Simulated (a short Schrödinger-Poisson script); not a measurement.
Structure: gated Al0.3Ga0.7As/GaAs modulation-doped gas, at 300 K.

```csv
layer,material,thickness (nm),Nd (cm⁻³),Na (cm⁻³)
1,Al0.3Ga0.7As,8,-,-
2,Al0.3Ga0.7As,30,6.7e17,-
3,Al0.3Ga0.7As,5,-,-
4,GaAs,6000,-,2e14
```

The device is made up for the run: typed textbook-type constants, with dimensions and the other settings drawn at random. Al0.3Ga0.7As: permittivity 12.05, conduction-band edge (eV) 0.237, gap (eV) 1.798, electron mass (mₑ) 0.0919, Nv at 300 K (cm⁻³) 9e18. GaAs: permittivity 12.9, conduction-band edge (eV) 0, gap (eV) 1.424, Nv at 300 K (cm⁻³) 9e18.

Channel valleys (confinement mass, in-plane density-of-states mass, number): Γ 0.067, 0.067, 1. At the gate the conduction-band edge of layer 1 lies 0.99 eV − eVg above the Fermi level of the channel; the field vanishes at the back. Donor level 0.006 eV below the band edge. The barrier under the gate holds no holes. Gaps are held at their typed values at every temperature. Mesh 0.08 nm at interfaces.

From a short Schrödinger-Poisson script (our own, NumPy): 1D Poisson equation in equilibrium, electrons quantum, Hartree (BenDaniel-Duke, 40 states a valley, the channel's in-plane mass for all, wave functions free to enter the barrier), parabolic valleys, classical holes, donors ionised by Fermi statistics, acceptors fully, no traps, pinning or gate leakage.

Only gate voltages with over 1e8 electrons/cm² are shown.

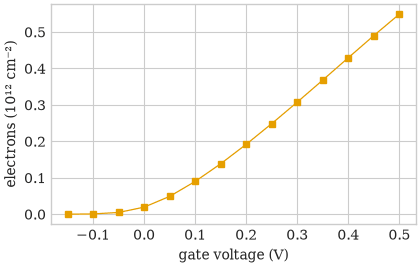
*Sheet density against gate voltage*

```csv
Vg (V),electrons (cm⁻²),in the channel layer,C (μF/cm²),Γ E0 (meV),Γ E1 (meV)
0.5,5.49e11,5.31e11,0.247,15.1,50.1
0.45,4.90e11,4.78e11,0.226,19.2,52.7
0.4,4.30e11,4.21e11,0.212,24.0,55.9
0.35,3.68e11,3.63e11,0.203,29.6,59.6
0.3,3.08e11,3.04e11,0.196,36.1,64.0
0.25,2.49e11,2.46e11,0.188,43.6,69.4
0.2,1.92e11,1.90e11,0.178,52.5,76.0
0.15,1.39e11,1.38e11,0.165,63.5,84.4
0.1,9.00e10,8.95e10,0.146,77.5,95.8
0.05,4.90e10,4.88e10,0.117,96.4,112.1
0,1.94e10,1.94e10,0.0738,123.2,136.8
-0.05,4.85e9,4.84e9,0.0288,161.1,173.3
-0.1,8.56e8,8.54e8,0.00927,206.9,218.6
-0.15,1.35e8,1.35e8,0.00527,255.2,266.6
```

Subbands count from the Fermi level.
